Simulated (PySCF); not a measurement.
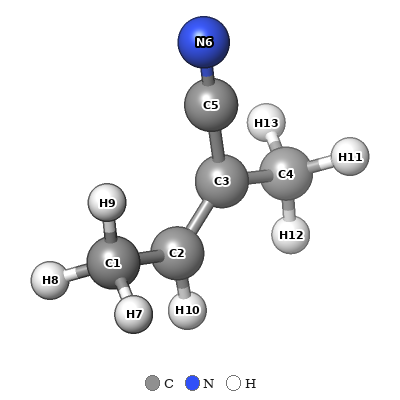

Geometry used (C₅H₇N, SMILES C/C=C(/C)C#N).

GIAO shifts, PBE0/pcSseg-1 with PySCF, at a GFN2-xTB geometry (no frequency check), against NH₃ for ¹⁵N, TMS for ¹H and TMS for ¹³C computed at the same level (¹⁵N: a single molecule, while the usual scales start at liquid NH₃ or nitromethane; multiply bonded nitrogen can come out tens of ppm too deshielded). Gas phase, fully decoupled, line heights follow the number of nuclei, widths are arbitrary (no quadrupolar broadening); values of one conformer, averaged over methyl-type rotors and exact or near symmetry.

Q: Predict the ¹⁵N spectrum.

A: 1 signal.


```tsv
δ (ppm)	nuclei	atoms
323.0	1	N6
```

Q: Which ¹H signals does it give?

A: 3 signals.


```csv
δ (ppm),nuclei,atoms
6.50,1,H10
2.19,3,"H7, H8, H9"
2.01,3,"H11, H12, H13"
```

Q: How many ¹³C lines appear, and where?

A: 5 signals.


| δ (ppm) | nuclei | atoms |
| --- | --- | --- |
| 153.1 | 1 | C2 |
| 122.3 | 1 | C5 |
| 116.8 | 1 | C3 |
| 24.5 | 1 | C4 |
| 21.6 | 1 | C1 |

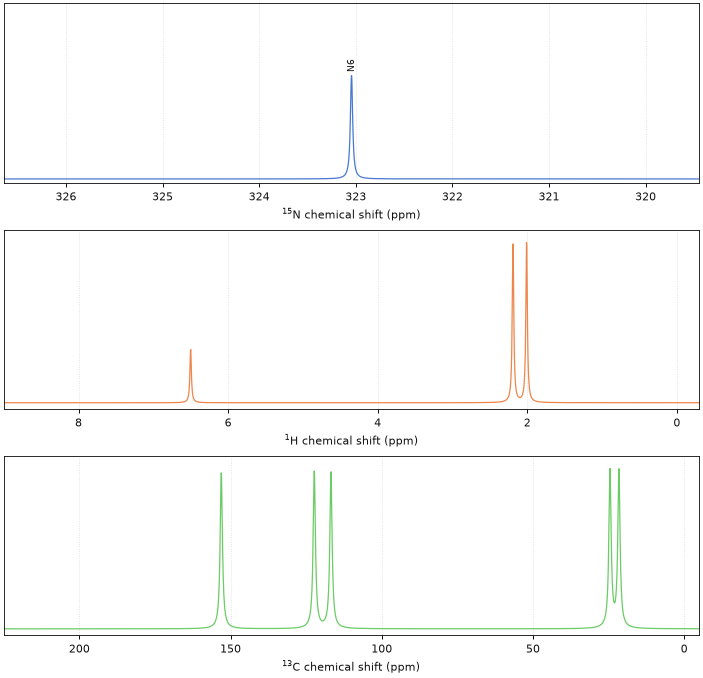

Known limits of this run: the tight-binding geometry is rougher than a DFT one and adds to the error.
